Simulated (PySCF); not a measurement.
SMILES CC(C)CCC#N (C6H11N) at its GFN2-xTB optimised geometry (Å):

```
18

C      1.9396     0.1853     0.0000
C      0.4120     0.1853     0.0000
C     -0.1084     1.6213     0.0000
C     -0.0986    -0.6048    -1.2108
C     -1.6147    -0.8431    -1.1950
C     -2.0162    -1.5844    -0.0273
N     -2.3256    -2.1766     0.9004
H      2.3256    -0.8309     0.0340
H      2.3200     0.7233     0.8647
H      2.3192     0.6682    -0.8985
H      0.0633    -0.3145     0.9109
H      0.1590     2.1236    -0.9282
H      0.3295     2.1766     0.8260
H     -1.1889     1.6541     0.1163
H      0.4050    -1.5744    -1.2361
H      0.1595    -0.0696    -2.1279
H     -2.1568     0.1057    -1.2063
H     -1.9108    -1.4157    -2.0791
```

Calculation: PBE0/def2-SVP in PySCF. Cells within 0.4 Å of a nucleus heavier than hydrogen are left out (blank, or x).

Map of the log10 of the electron density (e/bohr³), floored at −4 on the plane z = 0.0 Å:

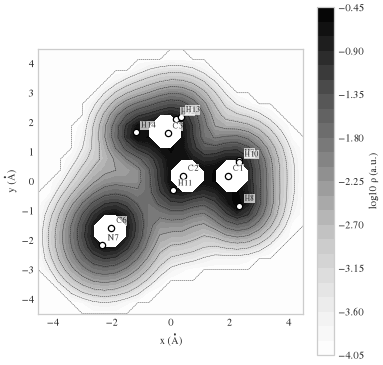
Figure: Log10 of the electron density (e/bohr³), floored at −4 on the plane z = 0.0 Å.
